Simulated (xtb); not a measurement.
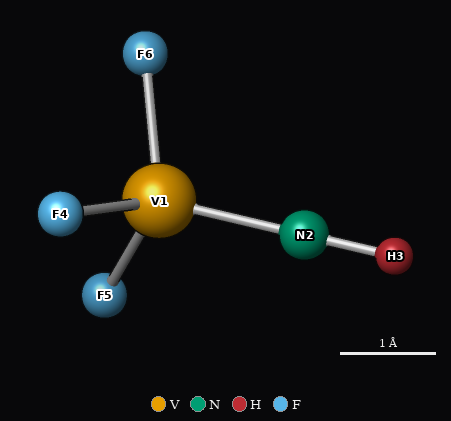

*The structure (ball-and-stick view, seen at a tilt; atoms are numbered from 1 in the order of the input). Sticks mark near contacts.*

## Frequency calculation, with input and output: VNHF$_{3}$ (part 1 of 2)

- system: VNHF$_{3}$ (V(NH)F3)
- method: GFN1-xTB (xtb 6.7.1)

The geometry was optimised with GFN1-xTB.

### The program's output
```
* xtb version 6.7.1
   ID    Z sym.   atoms
    1   23 V      1
    2    7 N      2
    3    1 H      3
    4    9 F      4-6

           -------------------------------------------------
          |                Calculation Setup                |
           -------------------------------------------------

          program call               : xtb struc.xyz --gfn1 --hess --input input.inp --parallel 1
          coordinate file            : struc.xyz
          omp threads                :                     1

########################################################################
[WARNING] Please study the warnings concerning your input carefully
-1- prog_main_parseArguments: The use of '--gfn1' is discouraged, please use '--gfn 1' next time
########################################################################

           -------------------------------------------------
          |                 G F N 1 - x T B                 |
           -------------------------------------------------

      * Hamiltonian:
        H0-scaling (s, p, d)           1.850000    2.250000    2.000000
        zeta-weighting                 0.000000
      * Dispersion:
        s8                             2.400000
        a1                             0.630000
        a2                             5.000000
        s9                             0.000000
      * Repulsion:
        kExp                           1.500000
        rExp                           1.000000
      * Coulomb:
        alpha                          2.000000
        third order                    atomic
        anisotropic                    false
      * Halogen bond correction:
        rad-scale                      1.300000
        damping                        0.440000

          ...................................................
          :                      SETUP                      :
          :.................................................:
          :  # basis functions                  28          :
          :  # atomic orbitals                  27          :
          :  # shells                           13          :
          :  # electrons                        32          :
          :  # halogen bonds                     0          :
          :  max. iterations                   250          :
          :  Hamiltonian                  GFN1-xTB          :
          :  restarted?                      false          :
          :  GBSA solvation                  false          :
          :  PC potential                    false          :
          :  electronic temp.          300.0000000     K    :
          :  accuracy                    1.0000000          :
          :  -> integral cutoff          0.2500000E+02      :
          :  -> integral neglect         0.1000000E-07      :
          :  -> SCF convergence          0.1000000E-05 Eh   :
          :  -> wf. convergence          0.2000000E-04 e    :
          :  Broyden damping             0.4000000          :
          :  net charge                          0          :
          :  unpaired electrons                  0          :
          ...................................................

 iter      E             dE          RMSdq      gap      omega  full diag
   1    -22.7192482 -0.227192E+02  0.347E+01    0.85       0.0  T
   2    -11.4186688  0.113006E+02  0.277E+01    7.32       1.0  T
   3    -12.9730979 -0.155443E+01  0.211E+01    8.17       1.0  T
   4    -44.8450469 -0.318719E+02  0.515E+01    0.70       1.0  T
   5    -48.2991692 -0.345412E+01  0.574E+01    0.64       1.0  T
   6    -45.4520750  0.284709E+01  0.518E+01    0.65       1.0  T
   7    -46.6978739 -0.124580E+01  0.538E+01    0.64       1.0  T
   8    -15.2079358  0.314899E+02  0.204E+01    6.77       1.0  T
   9    -11.7846432  0.342329E+01  0.291E+01    6.76       1.0  T
  10    -11.5093727  0.275271E+00  0.280E+01    6.86       1.0  T
  11    -15.2363835 -0.372701E+01  0.150E+01    7.57       1.0  T
  12    -18.8492238 -0.361284E+01  0.158E+01    1.40       1.0  T
  13    -19.7989952 -0.949771E+00  0.107E+01    1.58       1.0  T
  14    -18.1857177  0.161328E+01  0.246E+01    1.16       1.0  T
  15    -18.1014014  0.843163E-01  0.238E+01    1.24       1.0  T
  16    -19.7219092 -0.162051E+01  0.988E+00    1.59       1.0  T
  17    -20.4712742 -0.749365E+00  0.450E+00    2.47       1.0  T
  18    -14.2140278  0.625725E+01  0.175E+01    8.24       1.0  T
  19    -19.3999451 -0.518592E+01  0.962E+00    1.54       1.0  T
  20    -19.2293850  0.170560E+00  0.106E+01    4.06       1.0  T
  21    -17.2325670  0.199682E+01  0.138E+01    6.04       1.0  T
  22    -19.4197578 -0.218719E+01  0.937E+00    3.98       1.0  T
  23    -19.9628702 -0.543112E+00  0.748E+00    3.49       1.0  T
  24    -20.0888541 -0.125984E+00  0.695E+00    3.39       1.0  T
  25    -19.8090668  0.279787E+00  0.799E+00    3.76       1.0  T
  26    -19.5640031  0.245064E+00  0.848E+00    4.07       1.0  T
  27    -20.3691955 -0.805192E+00  0.453E+00    3.18       1.0  T
  28    -20.4986540 -0.129458E+00  0.179E+00    2.34       1.0  T
  29    -19.9959584  0.502696E+00  0.624E+00    1.93       1.0  T
  30    -20.4141824 -0.418224E+00  0.254E+00    2.20       1.0  T
  31    -19.8492991  0.564883E+00  0.722E+00    3.77       1.0  T
  32    -19.2539064  0.595393E+00  0.873E+00    4.36       1.0  T
  33    -20.2172428 -0.963336E+00  0.508E+00    3.32       1.0  T
  34    -20.5795150 -0.362272E+00  0.839E-01    2.59       1.0  T
  35    -20.5523474  0.271676E-01  0.113E+00    2.38       1.0  T
  36    -20.5803660 -0.280186E-01  0.704E-01    2.56       1.0  T
  37    -20.4888344  0.915316E-01  0.265E+00    2.86       1.0  T
  38    -20.4727815  0.160528E-01  0.272E+00    2.88       1.0  T
  39    -20.5304386 -0.576570E-01  0.217E+00    2.26       1.0  T
  40    -20.5809135 -0.504749E-01  0.204E-01    2.47       1.0  T
  41    -20.5777107  0.320285E-02  0.506E-01    2.55       1.0  T
  42    -20.5804546 -0.274389E-02  0.240E-01    2.52       1.0  T
  43    -20.5815512 -0.109663E-02  0.865E-02    2.50       1.0  T
  44    -20.5812585  0.292713E-03  0.165E-01    2.51       1.0  T
  45    -20.5815026 -0.244084E-03  0.121E-01    2.51       1.0  T
  46    -20.5817749 -0.272321E-03  0.119E-02    2.49       3.4  T
  47    -20.5817747  0.160031E-06  0.595E-03    2.49       6.9  T
  48    -20.5817733  0.139802E-05  0.113E-02    2.49       3.6  T
  49    -20.5817750 -0.168583E-05  0.170E-03    2.49      24.1  T
  50    -20.5817751 -0.592169E-07  0.265E-04    2.49     154.2  T
  51    -20.5817751 -0.560998E-09  0.962E-05    2.49     424.3  T
  52    -20.5817751  0.410029E-09  0.213E-04    2.49     191.9  T
  53    -20.5817751 -0.579391E-09  0.471E-05    2.49     866.3  T

   *** convergence criteria satisfied after 53 iterations ***

         #    Occupation            Energy/Eh            Energy/eV
      -------------------------------------------------------------
         1        2.0000           -0.9253900             -25.1811
       ...           ...                  ...                  ...
        10        2.0000           -0.5816275             -15.8269
        11        2.0000           -0.5809159             -15.8075
        12        2.0000           -0.5792777             -15.7629
        13        2.0000           -0.5792598             -15.7625
        14        2.0000           -0.5735277             -15.6065
        15        2.0000           -0.5164270             -14.0527
        16        2.0000           -0.5164254             -14.0526 (HOMO)
        17                         -0.4248408             -11.5605 (LUMO)
        18                         -0.4248140             -11.5598
        19                         -0.4023842             -10.9494
        20                         -0.3744150             -10.1884
        21                         -0.3743561             -10.1867
       ...                                ...                  ...
        27                          0.3701487              10.0723
      -------------------------------------------------------------
                  HL-Gap            0.0915845 Eh            2.4921 eV
             Fermi-level           -0.4706331 Eh          -12.8066 eV

 SCC (total)                   0 d,  0 h,  0 min,  0.011 sec
 SCC setup                      ...        0 min,  0.000 sec (  0.775%)
 Dispersion                     ...        0 min,  0.000 sec (  0.265%)
 classical contributions        ...        0 min,  0.000 sec (  0.118%)
 integral evaluation            ...        0 min,  0.001 sec ( 12.756%)
 iterations                     ...        0 min,  0.008 sec ( 66.013%)
 molecular gradient             ...        0 min,  0.002 sec ( 19.041%)
 printout                       ...        0 min,  0.000 sec (  0.968%)

         :::::::::::::::::::::::::::::::::::::::::::::::::::::
         ::                     SUMMARY                     ::
         :::::::::::::::::::::::::::::::::::::::::::::::::::::
         :: total energy             -20.518702334656 Eh    ::
         :: gradient norm              0.000062725463 Eh/a0 ::
         :: HOMO-LUMO gap              2.492142436882 eV    ::
         ::.................................................::
         :: SCC energy               -20.581775061422 Eh    ::
         :: -> electrostatic           0.136505541138 Eh    ::
         :: repulsion energy           0.064433455124 Eh    ::
         :: dispersion energy         -0.001360728358 Eh    ::
         :: halogen bond corr.         0.000000000000 Eh    ::
         :: add. restraining           0.000000000000 Eh    ::
         :: total charge               0.000000000000 e     ::
         :::::::::::::::::::::::::::::::::::::::::::::::::::::

           -------------------------------------------------
          |                Numerical Hessian                |
           -------------------------------------------------
step length          :   0.00500
SCC accuracy         :   0.30000
Hessian scale factor :   1.00000
frozen atoms in %    :   0.00000    0
RMS gradient         :   0.00006
estimated CPU  time      0.00 min

writing file <hessian>.

 projected vibrational frequencies (cm⁻¹)
eigval :       -0.00    -0.00     0.00     0.00     0.00     0.00
eigval :      163.63   163.76   199.64   199.80   214.82   457.78
eigval :      457.86   473.02   603.72   603.79   944.46  3493.84
           -------------------------------------------------
          |                Property Printout                |
           -------------------------------------------------

    * Orbital Energies and Occupations
```
